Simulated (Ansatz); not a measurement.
The calculation's input:

```
crystal:
  periodic: [false, false, false]
  atoms:
    - {symbol: Si, position_ang: [-0.251802, 0.954950, -0.016145]}
    - {symbol: Si, position_ang: [1.128078, -1.538805, 0.302415]}
    - {symbol: Si, position_ang: [0.094827, 0.534430, -2.292806]}
    - {symbol: Si, position_ang: [-1.812109, -0.146687, 1.328279]}
    - {symbol: F, position_ang: [-0.793347, 2.498681, 0.042283]}
    - {symbol: H, position_ang: [1.483672, 0.399551, 0.966445]}
    - {symbol: O, position_ang: [1.286265, 1.448888, 0.858164]}
    - {symbol: H, position_ang: [2.524794, -1.848583, -0.149567]}
    - {symbol: H, position_ang: [0.861950, -2.428279, 1.478390]}
    - {symbol: H, position_ang: [0.249662, -2.069257, -0.791918]}
    - {symbol: H, position_ang: [-0.040350, 1.806439, -3.054341]}
    - {symbol: H, position_ang: [1.439819, -0.044088, -2.541605]}
    - {symbol: H, position_ang: [-0.949461, -0.419828, -2.747204]}
    - {symbol: H, position_ang: [-1.882984, -1.593319, 1.008162]}
    - {symbol: H, position_ang: [-1.353040, 0.025561, 2.736551]}
    - {symbol: H, position_ang: [-3.166264, 0.459031, 1.199793]}
    - {symbol: H, position_ang: [1.180190, 1.961516, 1.673103]}
basis:
  gaussian: {orbitals: def2-TZVPP}
hamiltonian: {xc: pbe0, dispersion: d4}
output: {orbitals: {seedname: orbitals}}
```

Launched as:

```sh
ansatz run in.yaml --threads 4 --pin off --events-out ev --progress --plain --max-ram 41984MiB --backend cuda --devices 0, --max-vram 37GiB
```

A transition-state structure; geometry: PBE0-D4/def2-TZVP.

Level of theory: Ansatz 0.2.0, RKS PBE0-D4/def2-TZVPP.

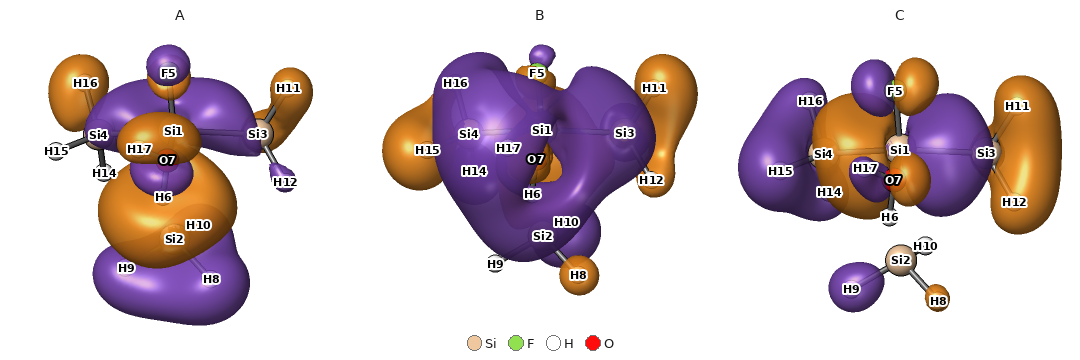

FH$_{8}$OSi$_{3}$···H$_{3}$Si. Three frontier orbitals at ±0.05 Å⁻³ᐟ² (orange and purple are the two phases), in no order.

Order the three orbitals by energy and name them.

Answer. C is the HOMO−1 (−8.03 eV). By Hirshfeld shares it lies mainly on Si1 (about 30 %), Si4 (about 20 %), Si3 (about 20 %) and F5 (about 5 %). A is the HOMO (−6.31 eV). By Hirshfeld shares it lies mainly on Si2 (about 40 %), Si1 (about 15 %), O7 (about 10 %) and H6 (about 10 %). B is the LUMO (−1.08 eV). Its weight (Hirshfeld) is mainly on Si1 (about 25 %), Si4 (about 15 %), Si3 (about 15 %), H17 (about 10 %), O7 (about 10 %) and Si2 (about 5 %).

What is the HOMO–LUMO gap?

Answer. 5.23 eV between the orbital energies.
